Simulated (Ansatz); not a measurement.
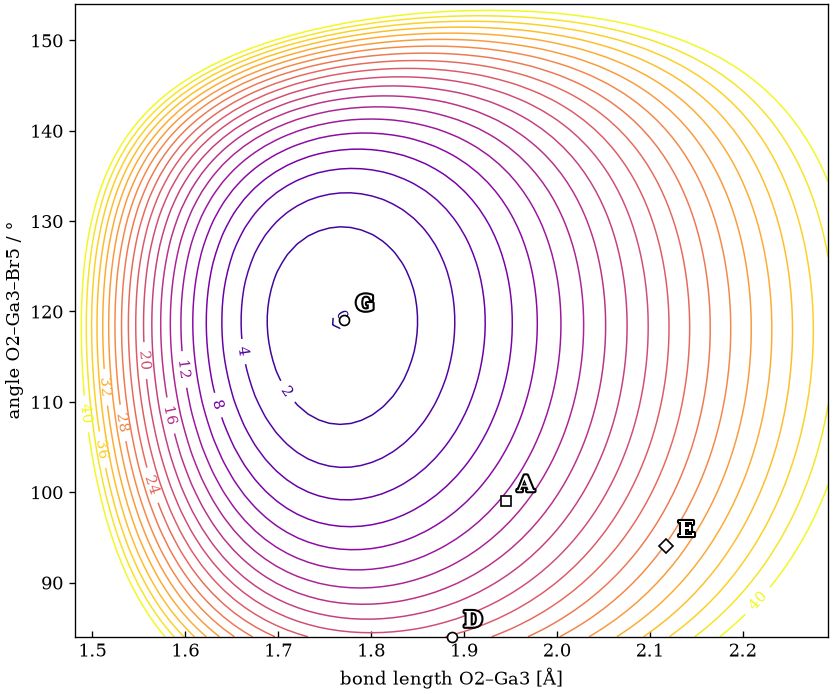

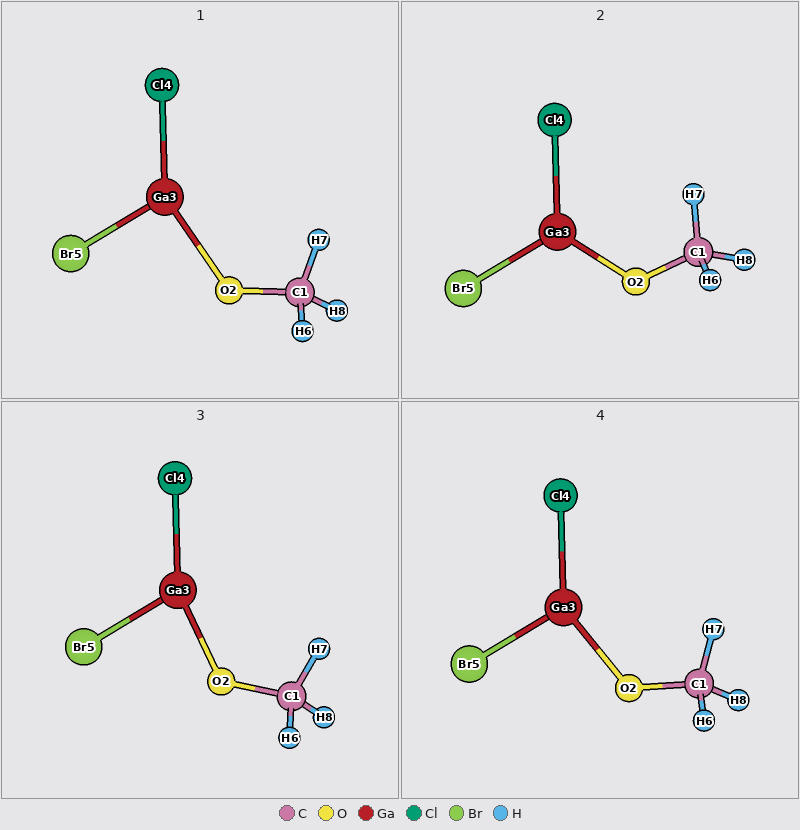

CH₃BrClGaO, SMILES C[O][Ga]([Cl])[Br]. 
- The first coordinate is: bond length O2–Ga3; the second: angle O2–Ga3–Br5.
- Nothing is relaxed (all other coordinates rigid).
- The grid has 15 × 15 points.
- Points are written as (first, second).
- All energies are given in kcal/mol relative to the lowest grid point.
- All numbers below come from RKS r2SCAN-D4/def2-SVP in Ansatz.

In the figure: contour lines labelled in kcal/mol (none above 40), lettered points. Between grid points the surface is interpolated. The numbered pictures are the structures at these points, in random order.

**Which structure belongs to which point?**

A is structure 4: (1.945 Å, 99°), 12.5 kcal/mol; D is structure 3: (1.887 Å, 84°), 22.2 kcal/mol; E is structure 1: (2.118 Å, 94°), 28.2 kcal/mol; G is structure 2: (1.771 Å, 119°), 0.0 kcal/mol.
